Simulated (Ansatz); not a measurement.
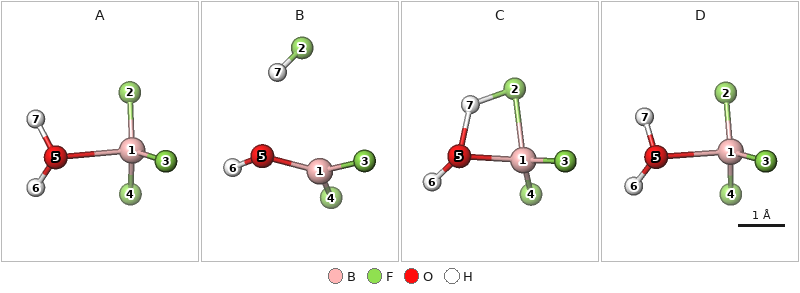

4 geometries from a converged minimum-energy path of BH2OF3, shuffled. A ball-and-stick model, seen at a tilt.

All numbers below come from RKS B3LYP/def2-SVP (Ansatz 0.2.0). Run with 7 movable images; climbing image; force threshold 0.05 eV/Å; iteration limit 60; starting path through a guess of the saddle point.

**Which frame is the transition state?**

C. In order along the path, whose images run from 0 to 8: A (image 0, 0.0 kcal/mol), D (image 1, +1.1 kcal/mol), C (image 4, +23.7 kcal/mol), B (image 8, +10.8 kcal/mol). Breaking: B1–F2 (1.35 → 1.65 at the top → 2.78 Å), O5–H7 (0.97 → 1.28 at the top → 1.89 Å). Forming: F2–H7 (2.33 → 1.13 at the top → 0.93 Å).

Cost: 2.7 min on 2 threads of Intel(R) Xeon(R) Platinum 8259CL CPU @ 2.50GHz (Skylake/Cascade Lake) (shared host), peak memory 0.17 GiB.
